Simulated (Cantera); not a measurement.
Feed: 1 mol V2O5, 280 mol H2, at 0.000800 bar.

These are equilibrium values from Cantera (NASA tables, ideal gas, pure condensed phases), not measurements of a reactor. Candidate condensed phases: H2O, V, VO, V2O3, V2O4, V2O5; 12 gas species. VO: taken at fixed stoichiometry. Condensed phases not in the tables: the oxides between V2O3 and V2O5 other than VO2. Rates play no part.

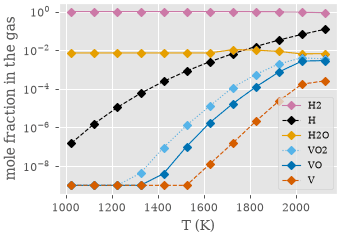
Fig. 1. Equilibrium gas composition (values under 1e-9 drawn at 1e-9)

Task: Read off the mole fractions at 1625 K.

Result: H2 about 0.99, H2O about 0.0071, H about 0.0025, VO2 about 1.3e-5, VO about 1.7e-6, V about 1.2e-8.
